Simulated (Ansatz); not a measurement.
Input file:

```
crystal:
  periodic: [false, false, false]
  atoms:
    - {symbol: C, position_ang: [1.311005, 1.089234, 1.005753]}
    - {symbol: C, position_ang: [0.138691, 0.583755, 1.817343]}
    - {symbol: N, position_ang: [-1.799372, -1.681079, -0.845409]}
    - {symbol: O, position_ang: [-0.461349, -0.528270, 1.190662]}
    - {symbol: O, position_ang: [-2.181706, 1.011986, -0.157906]}
    - {symbol: Si, position_ang: [-1.919814, -0.530438, 0.411841]}
    - {symbol: Si, position_ang: [-2.105785, 1.709088, -1.663908]}
    - {symbol: H, position_ang: [1.819937, 1.916067, 1.524764]}
    - {symbol: H, position_ang: [2.040033, 0.282016, 0.838974]}
    - {symbol: H, position_ang: [0.974212, 1.454629, 0.023381]}
    - {symbol: H, position_ang: [-0.592845, 1.398675, 1.964679]}
    - {symbol: H, position_ang: [0.477038, 0.265007, 2.818242]}
    - {symbol: H, position_ang: [-3.068954, -0.839398, 1.299077]}
    - {symbol: H, position_ang: [-0.895713, -2.010142, -1.162245]}
    - {symbol: H, position_ang: [-2.552575, -2.312199, -1.084532]}
    - {symbol: H, position_ang: [-0.776047, 1.466739, -2.304056]}
    - {symbol: H, position_ang: [-3.174891, 1.175031, -2.559869]}
    - {symbol: H, position_ang: [-2.297645, 3.177733, -1.496159]}
basis:
  gaussian:
    orbitals: def2-SVPD
hamiltonian:
  xc: pbe0
output: {forces: true, orbitals: {seedname: orbitals}}
```

Launched as:

```sh
ansatz run input.yaml --threads 4 --pin off --max-ram 7830MiB --events-out events.jsonl --progress --plain --runs-dir runs
```

Geometry: PBE0-D3(BJ)/def2-SVP.

Level of theory: isolated molecule in a Gaussian basis; Kohn-Sham density functional theory, functional PBE0 in Ansatz.

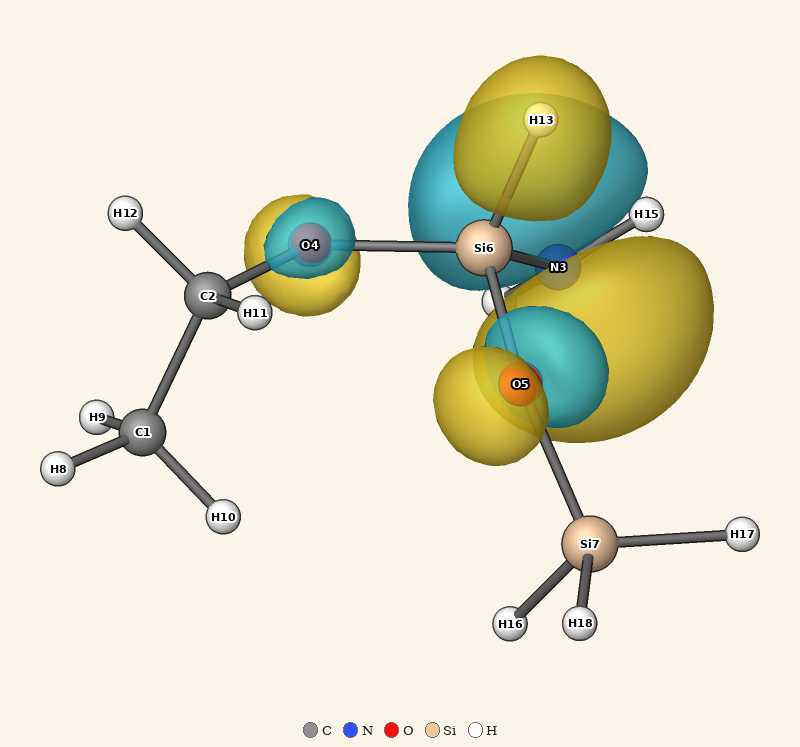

C2H11NO2Si2. The HOMO at ±0.1 Å⁻³ᐟ² (yellow and cyan are the two phases), seen at a tilt.

Question: Where does this orbital lie, and at what energy?

Answer: Its weight (Hirshfeld) is mainly on N3 (about 60 %). Its energy is −7.76 eV.
